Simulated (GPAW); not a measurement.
# Effort and miss along a sweep of ecut: YMg₁₄Al (P-6m2, 16 atoms in the cell)

Cell: a = 6.4319 Å, b = 6.4319 Å, c = 10.3413 Å, α = 90.00°, β = 90.00°, γ = 120.00°.

Method: PBEsol, GPAW PAW datasets PBEsol (made by gpaw-setup) (plane waves; GPAW).

Base settings: mode = pw; ecut = 800 eV; xc = PBEsol; kpts = 3 3 2; mesh shift (steps) = 0 0 0; occupations.name = methfessel-paxton; occupations.width = 0.05 eV; occupations.order = 1; nbands = -22; convergence.forces = 0.001 eV/Å.

Misses are taken against the tightest run, 1400 eV, which need not be fully converged itself. The energy is the free energy per atom.

The count of work is k-points × plane waves × bands × iterations; it is no time, and leaves out set-up, grids and terms that scale otherwise. Core times come from one kind of shared machine and are given to one figure; runs under 30 s give none.

The starting cell comes from a database of computed structures (which also holds hypothetical and non-ambient phases and stackings), without a prior relaxation at this level.

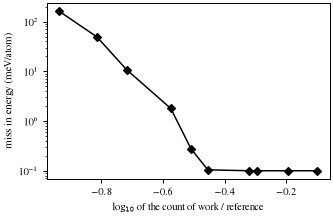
Miss against the count of work; the reference run is not drawn, and misses under 0.1 meV/atom are drawn there.

```tsv
ecut	energy less reference (meV/atom)	pressure less reference (GPa)	count of work / reference	core time / reference (rough)
320 eV	160.81	-2.95	0.12	0.1
400 eV	49.09	-1.53	0.15	0.2
480 eV	10.74	-0.48	0.19	0.2
560 eV	1.79	-0.10	0.27	0.3
640 eV	0.28	-0.02	0.31	0.3
720 eV	0.10	-0.01	0.35	0.3
800 eV	0.07	0.01	0.48	0.5
920 eV	0.03	0.01	0.51	0.4
1040 eV	0.02	0.00	0.64	0.5
1200 eV	0.01	0.00	0.79	0.8
1400 eV	0.00	0.00	1.0	1
```

Coarsest setting among those run that, with all tighter ones, holds the energy within 20 meV/atom of the reference: 480 eV, off by 11 meV/atom; it needs 0.19 of the reference's count of work and about 0.2 of the reference's time.

Coarsest setting among those run that, with all tighter ones, holds the energy within 2 meV/atom of the reference: 560 eV, off by 1.8 meV/atom; it needs 0.27 of the reference's count of work and about 0.3 of the reference's time.

The step from 320 eV to 800 eV: it takes the miss in the energy from 160 to 0.07 meV/atom, for 4.1 times the count of work and roughly 4 times the time.
